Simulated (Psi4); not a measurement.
# MP3/def2-TZVP run of C2H4B− (SMILES [BH3-]C#C)

Aim: the energy change on altering one bond length of C2H4B− at MP3/def2-TZVP, from 2 runs. 

Program for the calculation: Psi4 1.11.

1 further run of the same task is left out (set aside as unsound or not needed).

## Step 1: Starting point

C2H4B−: 7 atoms, total charge -1, spin state singlet. As SMILES, `[BH3-]C#C`. The coordinates come from a GFN2-xTB relaxation.

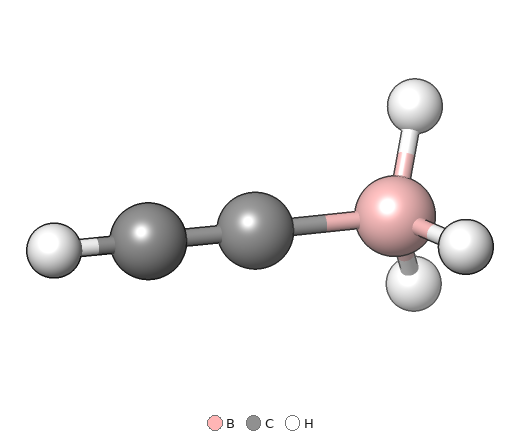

The structure, seen from a chosen angle (boron pink, carbon grey, hydrogen white).

## Step 2: The energy at MP3/def2-TZVP

input.json

```json
{
 "schema_name": "qcschema_input",
 "schema_version": 1,
 "molecule": {
  "schema_name": "qcschema_molecule",
  "schema_version": 2,
  "symbols": ["B", "C", "C", "H", "H", "H", "H"],
  "geometry": [-1.44108625, 1.10872121, -0.47708026, 0.83455975, -0.65416649, 0.27453941, 2.58346348, -1.99163905, 0.85580027, -3.29415168, -0.19496304, -1.00522091, -0.84848703, 2.39524676, -2.32169862, -1.95975937, 2.50585243, 1.30827629, 4.1254611, -3.16905181, 1.36538382],
  "molecular_charge": -1,
  "molecular_multiplicity": 1,
  "fix_symmetry": "c1",
  "fix_com": true,
  "fix_orientation": true
 },
 "driver": "energy",
 "model": {
  "method": "mp3",
  "basis": "def2-TZVP"
 },
 "keywords": {
  "puream": true,
  "e_convergence": 1e-09,
  "d_convergence": 1e-08,
  "scf_type": "pk",
  "num_frozen_docc": 3,
  "mp_type": "conv"
 }
}
```

The run is started by

```bash
$ psi4 --qcschema input.json -n 1 --memory 1600MB
```

stdout:

```text
[...]
  Running in c1 symmetry.
[...]
  Nuclear repulsion =   51.234110011036833
[...]
  Multiplicity = 1
[...]
  Nalpha       = 11
  Nbeta        = 11
[...]
    Number of basis functions: 117
[...]
   @RHF iter   1:  -102.57892897059691   -1.08462e+00   3.96383e-03 ADIIS/DIIS
[...]
   @RHF iter  10:  -102.72614025187062   -3.48734e-11   4.37759e-09 DIIS
[...]
    Orbital Energies [Eh]
    ---------------------
    Doubly Occupied:
       1A    -11.018756     2A    -11.007556     3A     -7.320084
       4A     -0.814773     5A     -0.559926     6A     -0.491095
       7A     -0.295731     8A     -0.252639     9A     -0.252525
      10A     -0.167408    11A     -0.167399
[...]
  @RHF Final Energy:  -102.72614025187062
   => Energetics <=
    Nuclear Repulsion Energy =             51.2341100110368330
    One-Electron Energy =                -243.2247184536161626
    Two-Electron Energy =                  89.2644681907087261
    Total Energy =                       -102.7261402518706177
[...]
 Multipole Moments:
 ------------------------------------------------------------------------------------
     Multipole            Electronic (a.u.)      Nuclear  (a.u.)        Total (a.u.)
 ------------------------------------------------------------------------------------
 L = 1.  Multiply by 2.5417464519 to convert [e a0] to [Debye]
 Dipole X            :        -10.5801049           11.3257711            0.7456662
 Dipole Y            :          8.2246002           -8.7941429           -0.5695427
 Dipole Z            :         -3.4968423            3.7433774            0.2465350
 Magnitude           :                                                    0.9701425
[...]
	SCS-MP2 Total Energy (a.u.)        :  -103.16578982701174
	SOS-MP2 Total Energy (a.u.)        :  -103.16692069638243
[...]
	SOS-PI-MP2 Total Energy (a.u.)     :  -103.20082688442180
[...]
	MP2 Total Energy (a.u.)            :  -103.16352808827034
[...]
	SCS-MP3 Total Energy (a.u.)        :  -103.17172774604609
[...]
	MP3 Total Energy (a.u.)            :  -103.18727976440775
[...]
```

The result, in JSON:

```text
{
 "driver": "energy",
 "model": {
  "method": "mp3",
  "basis": "def2-TZVP"
 },
 "success": true,
 "return_result": -103.18727976440775,
 "properties": {
  "calcinfo_nbasis": 117,
  "calcinfo_nmo": 117,
  "calcinfo_nalpha": 11,
  "calcinfo_nbeta": 11,
  "calcinfo_natom": 7,
  "nuclear_repulsion_energy": 51.23411001103683,
  "return_energy": -103.18727976440775,
  "scf_one_electron_energy": -243.22471845361616,
  "scf_two_electron_energy": 89.26446819070873,
  "scf_dipole_moment": [0.7456662261405995, -0.5695426521840776, 0.24653504832206252],
  "scf_total_energy": -102.72614025187062,
  "scf_iterations": 10,
  "mp2_same_spin_correlation_energy": -0.09832595600601567,
  "mp2_opposite_spin_correlation_energy": -0.3390618803936999,
  "mp2_singles_energy": 0.0,
  "mp2_doubles_energy": -0.43738783639971557,
  "mp2_correlation_energy": -0.4373878363997221,
  "mp2_total_energy": -103.16352808827034
 }
}
```

Run time: 14 s. Hardware: 1 thread of Intel Xeon 6975P-C (Granite Rapids), shared host; peak memory 1.5 GiB.

## Step 3: The distorted shape, same level

c2h4b.dat

```
memory 1600 MB

molecule mol {
  -1 1
  B     -1.013466     0.042062     0.528456
  C      0.190754    -0.890818     0.926196
  C      1.116234    -1.598578     1.233786
  H     -1.994066    -0.647818     0.248976
  H     -0.449000     1.267510    -1.228590
  H     -1.287936     0.781392     1.473226
  H      1.932224    -2.221638     1.503446
  symmetry c1
  no_reorient
  no_com
}

set {
  basis def2-TZVP
  puream true
  e_convergence 1e-09
  d_convergence 1e-08
  scf_type pk
  num_frozen_docc 3
  mp_type conv
}

e, wfn = energy("mp3", return_wfn=True)
```

The run is started by

```bash
$ psi4 -n 1 c2h4b.dat c2h4b.out
```

c2h4b.out:

```text
[...]
  Running in c1 symmetry.
[...]
  Nuclear repulsion =   49.584116842555552
[...]
  Multiplicity = 1
[...]
  Nalpha       = 11
  Nbeta        = 11
[...]
    Number of basis functions: 117
[...]
   @RHF iter   1:  -102.45315849459392   -1.18539e+00   4.06665e-03 DIIS/ADIIS
[...]
   @RHF iter  12:  -102.64206587379915   -3.44045e-11   9.21011e-09 DIIS
[...]
    Orbital Energies [Eh]
    ---------------------
    Doubly Occupied:
       1A    -11.051124     2A    -11.045552     3A     -7.427242
       4A     -0.847045     5A     -0.590380     6A     -0.517148
       7A     -0.335133     8A     -0.298739     9A     -0.236195
      10A     -0.204709    11A     -0.113501
[...]
  @RHF Final Energy:  -102.64206587379915
   => Energetics <=
    Nuclear Repulsion Energy =             49.5841168425555523
    One-Electron Energy =                -239.1188289707135937
    Two-Electron Energy =                  86.8926462543588940
    Total Energy =                       -102.6420658737991545
[...]
 Multipole Moments:
 ------------------------------------------------------------------------------------
     Multipole            Electronic (a.u.)      Nuclear  (a.u.)        Total (a.u.)
 ------------------------------------------------------------------------------------
 L = 1.  Multiply by 2.5417464519 to convert [e a0] to [Debye]
 Dipole X            :         -0.8315632            1.8440325            1.0124694
 Dipole Y            :         28.6813637          -29.3788540           -0.6974903
 Dipole Z            :        -33.0135171           33.2577247            0.2442076
 Magnitude           :                                                    1.2534848
[...]
	SCS-MP2 Total Energy (a.u.)        :  -103.07658364271492
	SOS-MP2 Total Energy (a.u.)        :  -103.07887599220571
[...]
	SOS-PI-MP2 Total Energy (a.u.)     :  -103.11247677054467
[...]
	MP2 Total Energy (a.u.)            :  -103.07199894373332
[...]
	SCS-MP3 Total Energy (a.u.)        :  -103.08274857274407
[...]
	MP3 Total Energy (a.u.)            :  -103.09665866384992
[...]
```

It took 15 s on 1 thread of Intel Xeon 6975P-C (Granite Rapids), shared host; peak memory 1.5 GiB.

## Step 4: Summary of results

Level: MP3/def2-TZVP, 3 core orbitals frozen.

```
                                                              quantity          value
                                             first shape: total energy  -103.18728 Eh
                      first shape: HOMO energy (Hartree–Fock orbitals)       -4.56 eV
                      first shape: LUMO energy (Hartree–Fock orbitals)        8.08 eV
    first shape: HOMO–LUMO gap (to an unbound level, set by the basis)       12.64 eV
              first shape: correlation energy (3 core orbitals frozen)     -461.1 mEh
                                         distorted shape: total energy  -103.09666 Eh
                  distorted shape: HOMO energy (Hartree–Fock orbitals)       -3.09 eV
                  distorted shape: LUMO energy (Hartree–Fock orbitals)        7.33 eV
distorted shape: HOMO–LUMO gap (to an unbound level, set by the basis)       10.42 eV
          distorted shape: correlation energy (3 core orbitals frozen)     -454.6 mEh
     energy change with the B1–H5 bond stretched from 1.231 to 2.215 Å       2.466 eV
```

What this shows: With the B1–H5 bond stretched from 1.231 to 2.215 Å the energy rises by 2.47 eV (57 kcal/mol). The first shape isn't relaxed at this level, so the change isn't measured from a minimum.
